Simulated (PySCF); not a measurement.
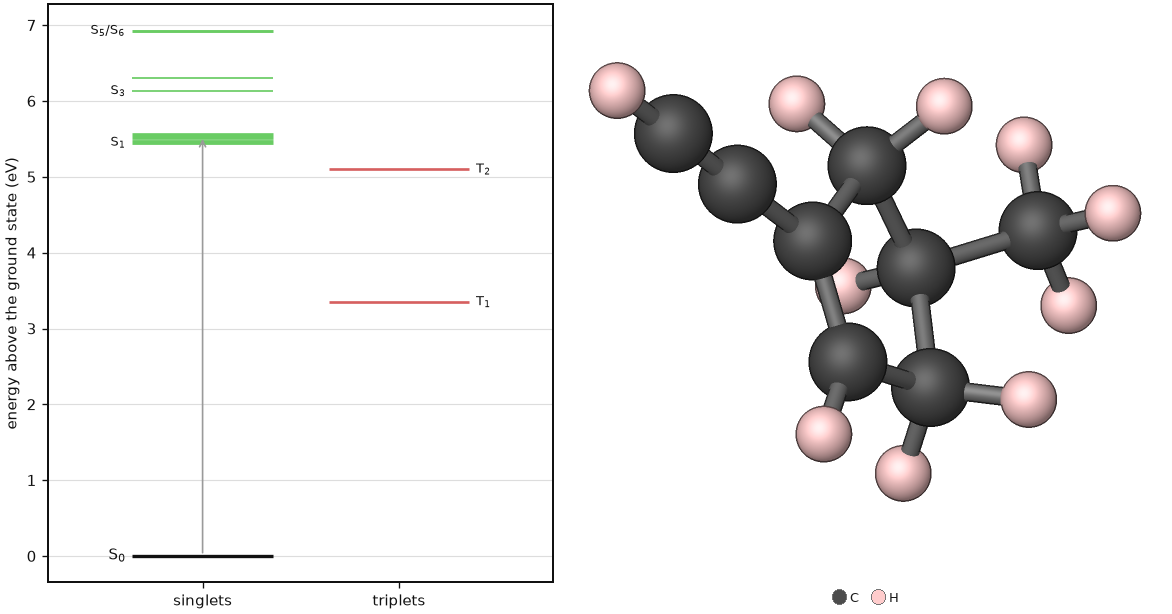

State diagram of C₈H₁₀, SMILES C#CC1=CC[C@H](C)C1. Vertical TDDFT excitations, PBE0/def2-SVPD in PySCF 2.14.0, at a GFN2-xTB geometry (no frequency check), gas phase. Triplets in the Tamm-Dancoff approximation; only the lowest 6 singlets and 2 triplets were computed. Thicker singlet lines are brighter; the arrow marks the brightest. States within 0.01 eV of each other are merged, with their strengths summed.

> What are the energy, strength and character of the state that the arrow marks?

S2 at 5.54 eV (224 nm), f = 0.191, mainly HOMO → LUMO (51 %).

> What is the vertical gap between S1 and T1?

2.10 eV: S1 at 5.46 eV, T1 at 3.35 eV.

> What character does the calculation give T1?

Mainly HOMO → LUMO (96 %).

Note: states above the negative HOMO energy depend on the basis; the tight-binding geometry is rougher than a DFT one and adds to the error; core orbitals are frozen in the response.
